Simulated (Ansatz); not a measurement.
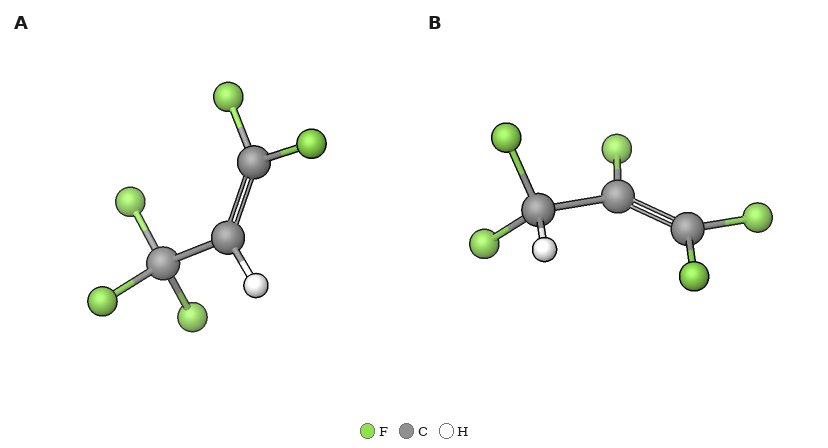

2 stationary structures of one formula. Geometries: PBE0-D4/def2-TZVP. Electronic energies: HSE06 (plane-wave form)-D4/def2-TZVPP (Ansatz 0.2.0), without zero-point energy. Each is one conformer, not always the lowest.

> Are they conformers, stereoisomers or constitutional isomers?

They are constitutional isomers of C3HF5: A `FC(F)=CC(F)(F)F`, B `FC(F)=C(F)C(F)F`.

> Rank them by energy, lowest first.

A is lowest (a minimum); B lies 0.891 eV above it (a minimum).

Give E(B) − E(A) in eV at these levels too: PBE-QIDH (frozen core)/def2-TZVPP; PBE0-D4/def2-SVP; PBE0-D4/def2-QZVPP; RHF-MP2 (frozen core)/def2-QZVPP; ωB97M-V/def2-SVP; ωB97M-V/def2-TZVPP; r2SCAN-D4/def2-TZVPP; B97M-V/def2-TZVPP.

```json
{"level": "PBE-QIDH (frozen core)/def2-TZVPP", "E(B) − E(A) (eV)": "+0.957"}
{"level": "PBE0-D4/def2-SVP", "E(B) − E(A) (eV)": "+1.028"}
{"level": "PBE0-D4/def2-QZVPP", "E(B) − E(A) (eV)": "+0.876"}
{"level": "RHF-MP2 (frozen core)/def2-QZVPP", "E(B) − E(A) (eV)": "+0.948"}
{"level": "ωB97M-V/def2-SVP", "E(B) − E(A) (eV)": "+1.071"}
{"level": "ωB97M-V/def2-TZVPP", "E(B) − E(A) (eV)": "+0.927"}
{"level": "r2SCAN-D4/def2-TZVPP", "E(B) − E(A) (eV)": "+0.942"}
{"level": "B97M-V/def2-TZVPP", "E(B) − E(A) (eV)": "+0.946"}
```
